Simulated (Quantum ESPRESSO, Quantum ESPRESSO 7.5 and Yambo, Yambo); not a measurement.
## SiC (P6_3mc): a self-consistent loop beyond G0W0, cycle by cycle

Aim: iterate the self-energy on SiC (P6_3mc) and follow the gap from cycle to cycle.

Method: PBE and many-body steps on it, plane waves, in Quantum ESPRESSO 7.5 and Yambo 5.3.0.

**The experiments to reproduce.**

- Gap 3.33 eV: band gap at cryogenic temperature; bulk crystal (literature value) (quoted in “Silicon carbide diodes for neutron detection”, 2020, arxiv:2009.14696).

**1. Starting point**

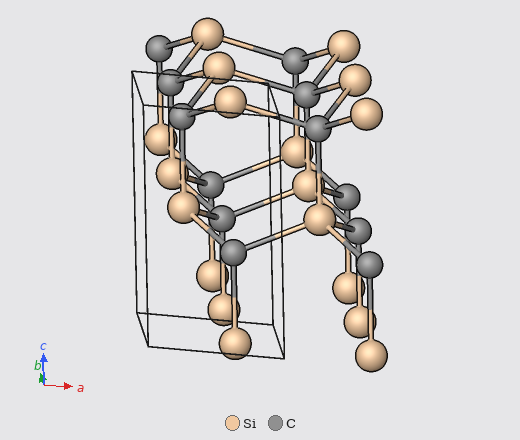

The starting structure, seen slightly off an axis (silicon light orange, carbon grey). 2×3×1 cells are drawn. Some periodic images of atoms are drawn too.

The cell and positions are those that the Materials Project relaxed with its own functionals (PBE, PBE+U or r2SCAN), kept fixed.

**2. Empty states on the mesh, 3×3×4 mesh, 180 bands**

This step: Quantum ESPRESSO 7.5; DFT, PBE, plane waves, norm-conserving pseudopotentials.

The sums over transitions need many empty states on a uniform mesh; this step solves for them.

pw.in reads:

```
&control
  calculation = 'nscf'
  prefix = 'x'
  outdir = 'o'
  pseudo_dir = 'pseudo'
/
&system
  ibrav = 0
  nat = 4
  ntyp = 2
  ecutwfc = 74.0
  nbnd = 180
  force_symmorphic = .true.
/
&electrons
  conv_thr = 1e-9
  electron_maxstep = 80
  diago_full_acc = .true.
  diago_thr_init = 5e-6
/
ATOMIC_SPECIES
  Si 28.085 Si.upf
  C 12.011 C.upf
CELL_PARAMETERS angstrom
  3.0735139282 0.0000000000 0.0000000000
  -1.5367569641 2.6617411407 0.0000000000
  0.0000000000 0.0000000000 5.0452477100
ATOMIC_POSITIONS crystal
  Si 0.3333333333 0.6666666667 0.4996024000
  Si 0.6666666667 0.3333333333 0.9996024000
  C 0.3333333333 0.6666666667 0.8753976000
  C 0.6666666667 0.3333333333 0.3753976000
K_POINTS automatic
  3 3 4 0 0 0
```

Started as:

```sh
$ OMP_NUM_THREADS=1 mpirun -n 4 pw.x -nk 4 -in pw.in > pw.out
```

The log of the run:

```text
Program PWSCF v.7.5 starts

     This program is part of the open-source Quantum ESPRESSO suite
     for quantum simulation of materials; please cite
         "P. Giannozzi et al., J. Phys.:Condens. Matter 21 395502 (2009);
         "P. Giannozzi et al., J. Phys.:Condens. Matter 29 465901 (2017);
         "P. Giannozzi et al., J. Chem. Phys. 152 154105 (2020);
     in publications or presentations arising from this work. More details at

     Atomic positions and unit cell read from directory:
     o/x.save/

     Message from routine setup:
[...]
78.0525  78.0525  78.0525  78.0525  78.7377  78.7377  79.3941  79.3941
     [... 11 further rows ...]
   143.8956 143.8956 144.6185 144.6185 144.6185 144.6185 145.4413 145.4413
   146.4100 146.4100 146.4100 146.4100

          k = 0.0000 0.3849 0.0000 (  2992 PWs)   bands (ev):

     [... further k-points ...]

     highest occupied, lowest unoccupied level (ev):     9.6798   11.9551

     XML data file, pseudopotentials, collected wavefunctions

=------------------------------------------------------------------------------=
   JOB DONE.
=------------------------------------------------------------------------------=
```

Elapsed: 16 s, on 4 MPI ranks of Arm Neoverse V1, shared host; peak memory 0.38 GiB; 63 s of CPU time.

This step gave:

```yaml
gap: 2.275 eV
k_of_the_valence_top: 0, 0, 0
k_of_the_conduction_bottom: 0.3333, 0.3333, 0
least_direct_gap: 4.293 eV
k_points_computed: 10
lowest_point_of_the_top_converged_band_above_the_valence_top: 131.3251 eV
```

On this mesh the gap is 2.275 eV.

The density comes from a self-consistent run that is not shown.

**3. Conversion and set-up**

This step: Yambo 5.3.0; conversion and set-up on PBE, plane waves, norm-conserving pseudopotentials.

The states are converted to the many-body program's format and the q mesh is built.

Started as:

```sh
$ (cd o/x.save; p2y > p2y.log; mv SAVE ../..); yambo > setup.log
```

The log of the run:

```text
 Yambo, version 5.3.0

 [02] CORE Variables Setup
 =========================

  [02.01] Unit cells
  ==================

  Cell kind             :  HCP
  Atoms in the cell     :  Si  C
  number of Si atoms    :  2
  number of C  atoms    :  2

  List of atomic masses
  Mass of Si    :  28.08500
  Mass of C     :  12.01100

  List of atomic coordinates    : [cc]
  Si1       : -0.29041E-09   3.3533       4.7633      order 1
  Si2       :  2.904050  1.676654  9.530346  order 2
  C1       : -0.29041E-09   3.3533       8.3462      order 3
[...]
IBZ Q-points                                      :  10
 BZ  Q-points                                      :   36

 K/Q-points units:
 rlu = crystal or reduced units; cc = cartesian coordinates; iku = interal k-units

 Q [ 1]         [rlu]:  0.000000  0.000000  0.000000
 Q [ 2]         [rlu]:  0.000000  0.000000  0.250000
 Q [ 3]         [rlu]:  0.000000  0.000000 -0.500000
[...]
Q [ 8]         [rlu]:  0.333333  0.333333  0.250000
 Q [ 9]         [rlu]:  0.333333  0.333333 -0.500000
 Q [10]         [rlu]: -0.13002E-17 -0.33333      0.25000

  [03.01] X indexes
  =================

   [03.01.01] Sigma indexes
   ========================

 [06] Game Over & Game summary
```

The job ended after 2.1 s (1 MPI rank; peak memory 0.23 GiB).

**4. G0W0**

G0W0 replaces the xc potential by the self-energy, built once from these orbitals. Only a window of levels is corrected, while the sums run over the empty bands that the input names.

This step: G0W0 on PBE, plane waves, norm-conserving pseudopotentials.

gw1.in reads:

```
HF_and_locXC
gw0
dyson
ppa
em1d
rim_cut
RandQpts= 1000000
RandGvec= 1 RL
EXXRLvcs= 74 Ry
VXCRLvcs= 296 Ry
Chimod= "HARTREE"
% BndsRnXp
 1 | 180 |
%
NGsBlkXp= 15.5 Ry
% LongDrXp
 1 | 1 | 1 |
%
% GbndRnge
 1 | 180 |
%
DysSolver= "n"
ExtendOut
PPAPntXp= 27.21138 eV
% QPkrange
 1 | 1 | 7 | 10 |
 7 | 7 | 7 | 10 |
 4 | 4 | 7 | 10 |
%
```

Started as:

```sh
$ OMP_NUM_THREADS=1 mpirun -n 4 yambo -F gw1.in -J gw1 -C gw1 > gw1.log
```

The log of the run:

```text
 Yambo, version 5.3.0

 [02] CORE Variables Setup
 =========================

  [... cell, symmetries and grids as in the set-up ...]

  [02.05] Energies & Occupations
  ==============================

  [X] === General ===
  [X] Electronic Temperature                        :  0.000000  0.000000 [eV K]
  [X] Bosonic    Temperature                        :  0.000000  0.000000 [eV K]
  [X] Finite Temperature mode                       : no
  [X] El. density                                   :  0.38765E+24 [cm-3]
  [X] Fermi Level                                   :  9.679822 [eV]

  [X] === Gaps and Widths ===
  [X] Conduction Band Min                           :  2.275274 [eV]
  [X] Valence Band Max                              :  0.000000 [eV]
  [X] Filled Bands                                  :   8
  [X] Empty Bands                                   :    9  180
  [X] Direct Gap                                    :  4.293375 [eV]
  [X] Direct Gap localized at k                     :   4
  [X] Indirect Gap                                  :  2.275274 [eV]
  [X] Indirect Gap between kpts                     :   1   7
  [X] Last valence band width                       :  3.841673 [eV]
  [X] 1st conduction band width                     :  3.637217 [eV]

 [03] Transferred momenta grid and indexing
 ==========================================

 IBZ Q-points                                      :  10
 BZ  Q-points                                      :   36

 K/Q-points units:
 rlu = crystal or reduced units; cc = cartesian coordinates; iku = interal k-units

 Q [ 1]         [rlu]:  0.000000  0.000000  0.000000
 Q [ 2]         [rlu]:  0.000000  0.000000  0.250000
 Q [ 3]         [rlu]:  0.000000  0.000000 -0.500000
 Q [ 4]         [rlu]:  0.13002E-17  0.33333       0.0000
 Q [ 5]         [rlu]:  0.13002E-17  0.33333      0.25000
 Q [ 6]         [rlu]:  0.13002E-17  0.33333     -0.50000
 Q [ 7]         [rlu]:  0.333333  0.333333  0.000000
 Q [ 8]         [rlu]:  0.333333  0.333333  0.250000
 Q [ 9]         [rlu]:  0.333333  0.333333 -0.500000
 Q [10]         [rlu]: -0.13002E-17 -0.33333      0.25000

 [04] Coloumb potential Random Integration (RIM)
 ===============================================

  [04.01] RIM initialization
  ==========================

  * Diagonal components only detected *

  8 x (sBL volume)        :  0.197901 [a.u.]
  sBZ random points       :  1000000
  Points outside the sBZ  :   7980387
  RL volume               :  0.890552 [a.u.]
  Integrated volume       :  0.892741 [a.u.]

  [04.02] RIM integrals
  =====================

  Gamma point sphere radius             :  0.105706 [a.u.]
  Points outside the sphere             :   813532
  [Int_sBZ(q=0) 1/q^2]*(Vol_sBZ)^(-1/3) =:  7.220554
                                 should be <:  7.795600

  Summary of Coulomb integrals for non-metallic bands |Q|[au] RIM/Bare

  Q [1] 0.100000E-4 0.926235 * Q [2] 0.164755 0.634104
  Q [3] 0.329510 0.865201 * Q [4] 0.416384 1.148315
  Q [5] 0.447794 1.092429 * Q [10] 0.447794 1.091223
  Q [6] 0.530992 1.025609 * Q [7] 0.721198 1.047178
  Q [8] 0.739778 1.040957 * Q [9] 0.792908 1.027150

 [05] Dipoles
 ============

  [05.01] Setup: observables and procedures
  =========================================

  [WARNING] [x,Vnl] slows the Dipoles computation. To neglect it rename the ns.kb_pp file

 [06] Dynamic Dielectric Matrix (PPA)
 ====================================

 [WR./gw1//ndb.pp]---------------------------------------------------------------
  Brillouin Zone Q/K grids (IBZ/BZ)                :   10   36   10   36
  RL vectors                                       :   3863 [WF]
  Coulomb cutoff potential                         : none
  Electronic Temperature                           :  0.000000 [K]
  Bosonic    Temperature                           :  0.000000 [K]
  PPA    diel. fun.  energies                      : Perdew, Burke & Ernzerhof(X)+Perdew, Burke & Ernzerhof(C)
  wavefunctions                                    : Perdew, Burke & Ernzerhof(X)+Perdew, Burke & Ernzerhof(C)
  Global Gauge                                     : length
  X matrix size                                    :   325
  X band range                                     :    1  180
  X e/h energy range                               : -1.000000 -1.000000 [eV]
  X Time ordering                                  : R
  X Hxc Kernel                                     : HARTREE
  X Drude frequency                                :  0.000000  0.000000
  X poles                                          :  100.0000 [o/o]
  RL vectors in the sum                            :   3863
  [r,Vnl] included                                 : yes
  Field direction                                  :  0.577350E-5  0.577350E-5  0.577350E-5
  BZ energy Double Grid                            : no
  BZ energy DbGd points                            : 0
  BZ Q point size factor                           : -1.000000
  X Optical Averaged directions                    : none

 [07] Local Exchange-Correlation + Non-Local Fock
 ================================================

 [VXC] Plane waves :  23897
 [EXS] Plane waves :  2997

 QP @ state[ 1 ] K range:  1  1
 QP @ state[ 1 ] b range:   7  10
 QP @ state[ 2 ] K range:   4   4
 QP @ state[ 2 ] b range:   7  10
 QP @ state[ 3 ] K range:   7   7
 QP @ state[ 3 ] b range:   7  10

 [xc] Functional : Perdew, Burke & Ernzerhof(X)+Perdew, Burke & Ernzerhof(C)
 [xc] LIBXC used to calculate xc functional
  PP Number of Atomic Species                      :  2
  NLCC RL compoments                               :  23897
  PP Number of Atomic Species                      :  2
  NLCC RL compoments                               :  23897

 [xc] E_xc :  -6.122893 [Ha]
      E_xc :  -12.24579 [Ry]

  Local XC kind (lXC) : Perdew, Burke & Ernzerhof(X)+Perdew, Burke & Ernzerhof(C)
  Non-Local XC kind (nlXC) : Hartree-Fock

  Corrections @ K [1] :  [eV]
 <7|nlXC|7> = -17.90069  0.13282E-16 <7|lXC|7> = -15.07649  0.000000
 <8|nlXC|8> = -17.89996 -0.32102E-16 <8|lXC|8> = -15.07649 -0.37763E-15
 <9|nlXC|9> = -6.642601  0.59698E-17 <9|lXC|9> = -12.10977  0.000000
 <10|nlXC|10> = -7.132411 -0.10117E-18 <10|lXC|10> = -12.77445  0.000000

  Corrections @ K [4] :  [eV]
 <7|nlXC|7> = -16.72897  0.19009E-16 <7|lXC|7> = -13.77183  0.37763E-15
 <8|nlXC|8> = -17.81726  0.11073E-17 <8|lXC|8> = -14.66735  0.56645E-15
[...]
Corrections @ K [7] :  [eV]
[...]
<8|nlXC|8> = -16.98770  0.16287E-16 <8|lXC|8> = -13.15182 -0.28323E-15
 <9|nlXC|9> = -5.496468  0.81657E-17 <9|lXC|9> = -9.860270  0.70806E-16
 <10|nlXC|10> = -6.335978  0.42452E-18 <10|lXC|10> = -12.29223 -0.28323E-15

 [08] Dyson equation: Newton solver
 ==================================

  [08.01] G0W0 (W PPA)
  ====================

  [  GW  ] Bands range     :    1  180
  [GW/PPA] G damping       :  0.100000 [eV]

  QP @ state[ 1 ] K range:  1  1
  QP @ state[ 1 ] b range:   7  10
  QP @ state[ 2 ] K range:   4   4
  QP @ state[ 2 ] b range:   7  10
  QP @ state[ 3 ] K range:   7   7
  QP @ state[ 3 ] b range:   7  10

   Sc/G bands                                       :    1  180
   Sc/G damping                                     :  0.100000 ev
   Sc bands terminator                              : no
   Sx RL components                                 :  2997

   QP @ state[ 1 ] K range                          :  1  1
   QP @ state[ 1 ] b range                          :   7  10
   QP @ state[ 2 ] K range                          :   4   4
   QP @ state[ 2 ] b range                          :   7  10
   QP @ state[ 3 ] K range                          :   7   7
   QP @ state[ 3 ] b range                          :   7  10
   GF energies kind                                 : Perdew, Burke & Ernzerhof(X)+Perdew, Burke & Ernzerhof(C)
   GF WF`s kind                                     : Perdew, Burke & Ernzerhof(X)+Perdew, Burke & Ernzerhof(C)
   Xs energies kind                                 : Perdew, Burke & Ernzerhof(X)+Perdew, Burke & Ernzerhof(C)
   Xs WF`s kind                                     : Perdew, Burke & Ernzerhof(X)+Perdew, Burke & Ernzerhof(C)

 [11] Game Over & Game summary
```

It took 2.2 min on 4 MPI ranks; peak memory 1.6 GiB.

This step gave:

```
G0W0 gap on the points computed              : 2.993 eV
starting gap on the mesh                     : 2.275 eV
k of the valence top                         : 0, 0, 0
k of the conduction bottom                   : 0.3333, 0.3333, 0
least direct G0W0 gap on the computed points : 5.234 eV
Z at the valence top                         : 0.7954
Z at the conduction bottom                   : 0.8275
```

The gap on the mesh goes from 2.28 eV to 2.99 eV, a correction of +0.72 eV.

**5. evGW0, cycle 1**

This step: evGW0 on PBE, plane waves, norm-conserving pseudopotentials.

gw3.in, as its differences from gw1.in of step 4:

```diff
@@ -25,5 +25,4 @@
 % QPkrange
- 1 | 1 | 7 | 10 |
- 7 | 7 | 7 | 10 |
- 4 | 4 | 7 | 10 |
+ 1 | 10 | 1 | 14 |
 %
+GfnQPdb= "E < ./gw2/ndb.QP"
```

Started as:

```sh
$ OMP_NUM_THREADS=1 mpirun -n 4 yambo -F gw3.in -J gw3,gw1_W -C gw3 > gw3.log
```

The log of the run:

```text
 Yambo, version 5.3.0

 [02] CORE Variables Setup
 =========================

  [... cell, symmetries and grids as in the set-up ...]

  [02.05] Energies & Occupations
  ==============================

  [X] === General ===
  [X] Electronic Temperature                        :  0.000000  0.000000 [eV K]
  [X] Bosonic    Temperature                        :  0.000000  0.000000 [eV K]
  [X] Finite Temperature mode                       : no
  [X] El. density                                   :  0.38765E+24 [cm-3]
  [X] Fermi Level                                   :  9.679822 [eV]

  [X] === Gaps and Widths ===
  [X] Conduction Band Min                           :  2.275274 [eV]
  [X] Valence Band Max                              :  0.000000 [eV]
  [X] Filled Bands                                  :   8
  [X] Empty Bands                                   :    9  180
  [X] Direct Gap                                    :  4.293375 [eV]
  [X] Direct Gap localized at k                     :   4
  [X] Indirect Gap                                  :  2.275274 [eV]
  [X] Indirect Gap between kpts                     :   1   7
  [X] Last valence band width                       :  3.841673 [eV]
  [X] 1st conduction band width                     :  3.637217 [eV]

 [03] Transferred momenta grid and indexing
 ==========================================

 IBZ Q-points                                      :  10
 BZ  Q-points                                      :   36

 K/Q-points units:
 rlu = crystal or reduced units; cc = cartesian coordinates; iku = interal k-units

 Q [ 1]         [rlu]:  0.000000  0.000000  0.000000
 Q [ 2]         [rlu]:  0.000000  0.000000  0.250000
 Q [ 3]         [rlu]:  0.000000  0.000000 -0.500000
[...]
[G+QP] Direct Gap                                 :  5.234103 [eV]
  [G+QP] Direct Gap localized at k                  :   4
  [G+QP] Indirect Gap                               :  2.993070 [eV]
  [G+QP] Indirect Gap between kpts                  :   1   7
  [G+QP] Last valence band width                    :  4.165683 [eV]
  [G+QP] 1st conduction band width                  :  3.863221 [eV]

  [coarse-grid] Minimum Bare Gap        [ev]:  2.275274
  [coarse-grid] Minimum Gap Correction  [ev]:  0.717796

  Eqp @ K [ 1]
   -15.8617     -12.4297     -9.19131     -1.49861     -1.49829    -0.551871E-1 -0.314512E-3   0.00000
    5.76748   7.10238   7.54634   7.54591   8.70043  10.00843  10.07719  12.59001
  Eqp @ K [ 2]
  -15.61989 -13.37087  -7.67178  -1.71960  -1.31121  -1.31090  -0.25633  -0.25602
[...]
Eqp @ K [ 3]
[...]
Eqp @ K [ 8]
[...]
Eqp @ K [ 9]
[...]
5.97570   5.97567   6.98281   6.98278  11.64396  11.64372  12.95029  12.95029
    4.15249   5.24658   7.26072   9.38545   9.29701  11.11918  12.81197  13.07409

 [07] Dipoles
 ============

  [07.01] Setup: observables and procedures
  =========================================

 [08] Dynamic Dielectric Matrix (PPA)
 ====================================

   Sc/G bands                                       :    1  180
   Sc/G damping                                     :  0.100000 ev
   Sc bands terminator                              : no
   Sx RL components                                 :  2997

   QP @ state[ 1 ] K range                          :   1  10
   QP @ state[ 1 ] b range                          :   1  14
   GF energies kind                                 : Perdew, Burke & Ernzerhof(X)+Perdew, Burke & Ernzerhof(C)+ E < ./gw2/ndb.QP + @E Fit
   GF WF`s kind                                     : Perdew, Burke & Ernzerhof(X)+Perdew, Burke & Ernzerhof(C)
   Xs energies kind                                 : Perdew, Burke & Ernzerhof(X)+Perdew, Burke & Ernzerhof(C)
   Xs WF`s kind                                     : Perdew, Burke & Ernzerhof(X)+Perdew, Burke & Ernzerhof(C)

 [13] Game Over & Game summary
```

Wall time 14 min (4 MPI ranks); peak memory 1.5 GiB; 56 min of CPU time.

This step gave:

| Item | Value |
| --- | --- |
| quasiparticle gap on the mesh | 3.075 eV |
| gap of the density functional on the mesh | 2.275 eV |
| k of the valence top | 0, 0, 0 |
| k of the conduction bottom | 0.3333, 0.3333, 0 |
| least direct quasiparticle gap on the computed points | 5.354 eV |
| Z at the valence top | 0.7993 |
| Z at the conduction bottom | 0.8357 |

Against G0W0 in Yambo (3×3×4 mesh, 180 bands, screening to 210.9 eV, Godby-Needs plasmon pole), the gap moves by +0.082 eV.

The program's own table gives 3.193 eV, which is too large where the input levels are shifted: this version takes Σc at the unshifted level E₀, yet steps from the shifted one. The value above is the Newton step from E₀, E₀ + Z(Σc + Σx − Vxc), rebuilt from the printed columns.

**6. evGW0, cycle 2**

The corrected levels of the last cycle go back in.

gw4.in, as its differences from gw3.in of step 5:

```diff
@@ -27,2 +27,2 @@
 %
-GfnQPdb= "E < ./gw2/ndb.QP"
+GfnQPdb= "E < ./gw3_fix/ndb.QP"
```

Started as:

```sh
$ OMP_NUM_THREADS=1 mpirun -n 4 yambo -F gw4.in -J gw4,gw1_W -C gw4 > gw4.log
```

The log of the run:

```text
 Yambo, version 5.3.0

 [02] CORE Variables Setup
 =========================

  [... cell, symmetries and grids as in the set-up ...]

  [02.05] Energies & Occupations
  ==============================

  [X] === General ===
  [X] Electronic Temperature                        :  0.000000  0.000000 [eV K]
  [X] Bosonic    Temperature                        :  0.000000  0.000000 [eV K]
  [X] Finite Temperature mode                       : no
  [X] El. density                                   :  0.38765E+24 [cm-3]
[...]
Sx RL components                                 :  2997

   QP @ state[ 1 ] K range                          :   1  10
   QP @ state[ 1 ] b range                          :   1  14
   GF energies kind                                 : Perdew, Burke & Ernzerhof(X)+Perdew, Burke & Ernzerhof(C)+ E < ./gw2/ndb.QP + @E Fit+ E < ./gw3_fix/
   GF WF`s kind                                     : Perdew, Burke & Ernzerhof(X)+Perdew, Burke & Ernzerhof(C)
   Xs energies kind                                 : Perdew, Burke & Ernzerhof(X)+Perdew, Burke & Ernzerhof(C)
   Xs WF`s kind                                     : Perdew, Burke & Ernzerhof(X)+Perdew, Burke & Ernzerhof(C)

 [13] Game Over & Game summary
```

The job ended after 14 min (4 MPI ranks; peak memory 1.5 GiB).

Numbers from this step:

- quasiparticle gap on the mesh: 3.085 eV
- gap of the density functional on the mesh: 2.275 eV
- k of the valence top: 0, 0, 0
- k of the conduction bottom: 0.3333, 0.3333, 0
- least direct quasiparticle gap on the computed points: 5.370 eV

Against the cycle before, the gap moves by +0.010 eV.

The program's own table gives 3.215 eV, which is too large where the input levels are shifted: this version takes Σc at the unshifted level E₀, yet steps from the shifted one. The value above is the Newton step from E₀, E₀ + Z(Σc + Σx − Vxc), rebuilt from the printed columns.

[end of part 1 of 2]

[Paths, hosts, dates, memory and timing lines, banners, echoed tables and standing remarks are left out of the program output.]

[Logs are printed without paths, hosts, clocks, repeated set-up lines and the standing remarks that a program may print on its own settings, such as how far it seeks lower states.]

[Runs of the session that timed out or met a known fault of the program may be left out.]

[Hosts, paths, dates, database ids (printed as entryN), source tags and the programs' standing remarks are cut or masked in the printed files.]
